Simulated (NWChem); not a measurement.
# singlet CH4FSi−: levels of theory compared

Aim: a comparison of 4 runs (HF/3-21G, SVWN5/6-311+G**, B3LYP/6-31G*, CCSD(T)/6-311+G**) of singlet CH4FSi−. 

Program for the calculation: NWChem 7.3.0.

6 further runs of the same task are left out: 3 that didn't finish, 3 set aside as unsound or not needed. Runs told in other sessions of the task aren't counted.

### Step 1. The structure to begin with

CH4FSi−: 7 atoms, total charge -1, spin state singlet. As SMILES of the parent species, `[CH2][SiH2]F`. Geometry: relaxed at PBE0-D4/def2-TZVP. This is one conformer, not always the lowest. That shape belongs to the parent species and isn't relaxed for this state.

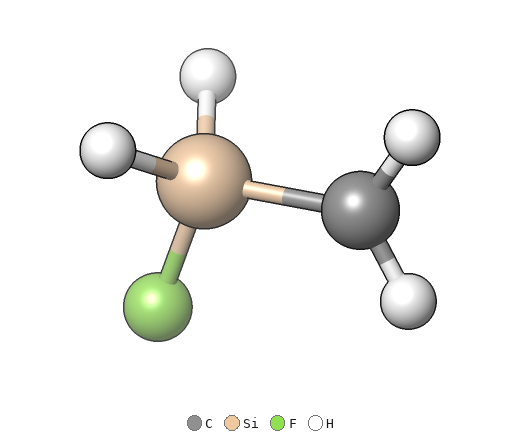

The structure, seen from a chosen angle (carbon grey, silicon light orange, fluorine green, hydrogen white).

### Step 2. A single-point energy at HF/3-21G (run 1)

File calc.nw:

```
start calc
title "CH4FSi energy"
memory stack 880 mb heap 220 mb global 1100 mb
charge -1

geometry units bohr noautosym nocenter noautoz
 C  -1.64765221  0.53120201 -1.16369335
 Si  1.11229280 -0.29725392  0.74171750
 F   1.23323527 -3.30607586  1.04029423
 H  -2.90261933 -0.88061237 -1.96248058
 H  -2.14672888  2.47686403 -1.58340152
 H   0.96357135  0.81371607  3.31703627
 H   3.50355224  0.53384763 -0.47564407
end

basis spherical bse
 * library 3-21G
end

scf
 thresh 1e-08
 maxiter 80
end

task scf energy
```

On the command line:

```console
$ nwchem calc.nw > calc.out
```

Standard output:

```text
[...]
  functions       =    39
[...]
  wavefunction    = RHF
[...]
         Total SCF energy =   -426.239834463827
      One-electron energy =   -813.463123217785
      Two-electron energy =    279.373540927817
 Nuclear repulsion energy =    107.849747826140
        Time for solution =      0.9s
[...]
```

Wall time 1.6 s (1 thread of Intel Xeon Platinum 8259CL at 2.50GHz (Skylake/Cascade Lake), shared host); peak memory 0.1 GiB.

### Step 3. A single-point energy at SVWN5/6-311+G(d,p) (run 2)

File m1.nw:

```
echo
start m1
title "CH4FSi"
memory total 2200 mb
charge -1
geometry noautosym nocenter noautoz
  C       -0.871900       0.281100      -0.615800
  Si       0.588600      -0.157300       0.392500
  F        0.652600      -1.749500       0.550500
  H       -1.536000      -0.466000      -1.038500
  H       -1.136000       1.310700      -0.837900
  H        0.509900       0.430600       1.755300
  H        1.854000       0.282500      -0.251700
end
basis "ao basis" spherical bse
  C library 6-311+G**
  Si library 6-311+G**
  F library 6-311+G**
  H library 6-311+G**
end
dft
  xc slater vwn_5
  mult 1
  grid fine
  convergence energy 1e-08
  iterations 100
  mulliken
  print low
end
task dft energy
```

On the command line:

```console
$ nwchem m1.nw > m1.out
```

Standard output:

```text
[...]
 d= 0,ls=0.0,diis     1   -427.5777694106 -5.35D+02  2.22D-02  4.30D+00     1.9
[...]
 d= 0,ls=0.0,diis    12   -427.7431040410 -4.28D-09  2.16D-07  4.51D-10    15.8
         Total DFT energy =     -427.743104040985
      One electron energy =     -815.593627570167
           Coulomb energy =      316.245140092437
    Exchange-Corr. energy =      -36.244372261941
 Nuclear repulsion energy =      107.849755698686
[...]
      Total Density - Mulliken Population Analysis
     ---------------------------------------------
    Atom       Charge   Shell Charges
 -----------   ------   -------------------------------------------------------
    1 C    6     7.17   1.09  0.90  0.65  0.72  1.44  0.58  1.31 -0.02  0.48  0.01
    2 Si  14    13.36   0.78  1.19  0.93  1.05  0.85  0.35  1.98  3.87  0.71  1.11  0.18  0.07  0.01  0.28
    3 F    9     9.35   1.07  0.93  1.20  1.06  2.32  0.92  1.82 -0.08  0.12  0.00
    4 H    1     0.87   0.26  0.45  0.13  0.03
    5 H    1     0.89   0.26  0.46  0.14  0.03
    6 H    1     1.18   0.24  0.56  0.36  0.01
    7 H    1     1.18   0.24  0.56  0.36  0.01
[...]
```

Wall time 17 s (1 thread of Intel Xeon Platinum 8259CL at 2.50GHz (Skylake/Cascade Lake), shared host); peak memory 0.11 GiB.

Run 3 isn't shown in full; the table further down has it.

### Step 4. A single-point energy at CCSD(T)/6-311+G(d,p) (run 4)

File ch4fsi.nw:

```
start ch4fsi
title "CH4FSi"
memory stack 880 mb heap 220 mb global 1100 mb
charge -1

geometry units angstrom noautosym nocenter noautoz
C    -0.871900    0.281100   -0.615800
Si    0.588600   -0.157300    0.392500
F     0.652600   -1.749500    0.550500
H    -1.536000   -0.466000   -1.038500
H    -1.136000    1.310700   -0.837900
H     0.509900    0.430600    1.755300
H     1.854000    0.282500   -0.251700
end

basis "ao basis" spherical bse
* library 6-311+G**
end

scf
nopen 0
rhf
thresh 1e-08
maxiter 80
end

ccsd
freeze core 7
maxiter 60
end

task ccsd(t) energy
```

On the command line:

```console
$ nwchem ch4fsi.nw > ch4fsi.out
```

Standard output:

```text
[...]
  functions       =    98
[...]
  wavefunction    = RHF
[...]
         Total SCF energy =   -428.612918787746
      One-electron energy =   -815.586748829375
      Two-electron energy =    279.124074342944
 Nuclear repulsion energy =    107.849755698686
        Time for solution =     21.0s
[...]
 Total MP2 energy:           -429.089014223079062
[...]
             energy      energy      error      ampl     ampl      Block
                                                time     time      time
[...]
 Total CCSD energy:           -429.116167504235648
[...]
 Total CCSD+T(CCSD) energy:           -429.131492191892335
[...]
 Total CCSD(T) energy:                -429.130613182380387
[...]
```

Wall time 3.6 min (1 thread of Intel Xeon Platinum 8259CL at 2.50GHz (Skylake/Cascade Lake), shared host); peak memory 0.28 GiB.

### Step 5. The series

| run | level | iteration cap | module | energy (Eh) | HOMO energy (eV) | LUMO energy (eV) | HOMO–LUMO gap (eV) | wall time |
| --- | --- | --- | --- | --- | --- | --- | --- | --- |
| 1 | HF/3-21G | 80 | scf | -426.239834 | -0.22 | 10.28 | 10.50 | 1.6 s |
| 2 | SVWN5/6-311+G** | 100 | dft | -427.743104 | – | – | – | 17 s |
| 3 | B3LYP/6-31G* (Cartesian functions) | 100 | dft | -429.839827 | 2.59 | 6.13 | 3.54 | 23 s |
| 4 | CCSD(T)/6-311+G** | 80 | ccsd(t) | -429.130613 | -1.08 | 5.18 | 6.26 | 3.6 min |

### Step 6. Results

| quantity | value |
| --- | --- |
| run 4: total energy | -429.13061 Eh |
| run 4: HOMO energy (Hartree–Fock orbitals) | -1.08 eV |
| run 4: LUMO energy (Hartree–Fock orbitals) | 5.18 eV |
| run 4: HOMO–LUMO gap (to an unbound level, set by the basis) | 6.26 eV |
| run 4: correlation energy (7 core orbitals frozen) | -517.7 mEh |
| run 4: (T) correction | -14.45 mEh |

Totals of different functionals can't be ranked against each other. In run 3 the HOMO lies above zero, from self-interaction, a short basis or an electron that isn't bound. All runs together took 4.3 min, the longest 3.6 min.
